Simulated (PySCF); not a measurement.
EPR calculation, with input and output: SiH$_{2}$O$_{2}$F

The run: EPR calculation of SiH$_{2}$O$_{2}$F, multiplicity 2. Method and program: UKS B3LYP, IGLO-III on F O Si, pcH-1 on H, non-relativistic, mean-field spin-orbit, GIAO (PySCF 2.14.0).

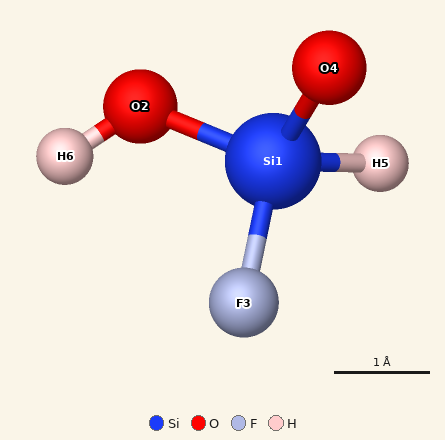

**Figure 1.** The structure (ball-and-stick view, seen at a tilt; atoms are numbered from 1 in the order of the input). Bond lengths as drawn: F–Si 1.62 Å, H–O 0.96 Å, H–Si 1.48 Å and O–Si 1.64 to 1.67 Å.

## Summary

- outcome: converged
- total energy: −541.213366 hartree
- ⟨S²⟩: 0.753
- isotropic g: 2.0196
- hardware: 1 CPU thread, shared host
- wall time: 39 s
- peak memory: 0.56 GiB

## Remarks

Checks after the run noted: orbitally degenerate or nearly so: second-order g, spin-orbit hyperfine and D do not apply.

## The input
```
{"job": {"kind": "epr"}, "charge": 0, "multiplicity": 2}
Si     0.029617    -0.359881    -0.099491
O      0.470931     1.217410    -0.052262
F     -1.527220    -0.426770     0.327554
O      0.974218    -1.303428     0.905393
H      0.236327    -1.002771    -1.415354
H     -0.162870     1.843472     0.311103
```

The first line tells a small driver script what to run in PySCF; the rest is the geometry in Å.

Launch command:
```bash
OMP_NUM_THREADS=1 python <driver script> task.json out
```

## Output
```
UKS, coarse grid
  cycle   1  E = -540.85620430  |g| = 8.94e-01
  cycle   2  E = -539.35615739  |g| = 2.03e+00
  cycle   3  E = -541.17252925  |g| = 3.01e-01
  cycle   4  E = -541.18391506  |g| = 2.67e-01
  cycle   5  E = -541.21095004  |g| = 5.17e-02
  cycle   6  E = -541.21262308  |g| = 2.71e-02
  cycle   7  E = -541.21303090  |g| = 9.55e-03
  cycle   8  E = -541.21316634  |g| = 4.11e-03
  cycle   9  E = -541.21325490  |g| = 2.82e-03
  cycle  10  E = -541.21329468  |g| = 1.43e-03
  cycle  11  E = -541.21331173  |g| = 1.20e-03
  cycle  12  E = -541.21332332  |g| = 1.02e-03
  cycle  13  E = -541.21334169  |g| = 9.01e-04
  cycle  14  E = -541.21336750  |g| = 7.56e-04
  cycle  15  E = -541.21339590  |g| = 5.80e-04
  cycle  16  E = -541.21339745  |g| = 3.98e-04
UKS, final grid
  cycle   1  E = -541.21336193  |g| = 3.95e-04
  cycle   2  E = -541.21336223  |g| = 5.64e-04
  cycle   3  E = -541.21336245  |g| = 2.10e-04
  cycle   4  E = -541.21336290  |g| = 2.00e-04
  cycle   5  E = -541.21336373  |g| = 1.69e-04
  cycle   6  E = -541.21336514  |g| = 1.04e-04
  cycle   7  E = -541.21336562  |g| = 6.57e-05
  cycle   8  E = -541.21336566  |g| = 4.13e-05
  cycle   9  E = -541.21336569  |g| = 1.60e-05
  cycle  10  E = -541.21336569  |g| = 7.08e-06
E = -541.21336569 Eh   <S^2> = 0.7530 (exact 0.7500)
g shifts (ppm)      1          2          3
  rmc          -279       -279       -279
  gc            -13         48         55
  oz_so         142      10060      42477
  total        -149       9829      42254
hyperfine (MHz)  atom isotope    a_iso     a_fc   dipolar eigenvalues
    0  29Si      38.70      38.70     -4.64      1.05      3.59
    1   17O      -3.78      -3.78     -5.43      2.60      2.83
    2   19F      -4.66      -4.66     -7.45     -5.51     12.96
    3   17O     -37.52     -37.52   -264.20    130.54    133.66
    4    1H      92.47      92.47     -5.77     -1.24      7.01
    5    1H      -0.69      -0.69     -2.85     -1.61      4.45
```

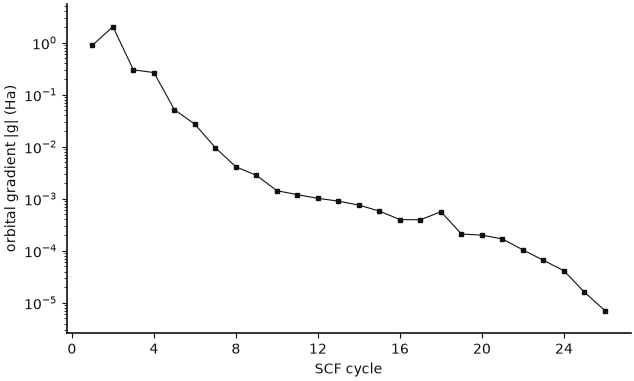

**Figure 2.** Convergence of the self-consistent field: orbital gradient |g| against the SCF cycle. All cycles printed in the log are drawn one after another.
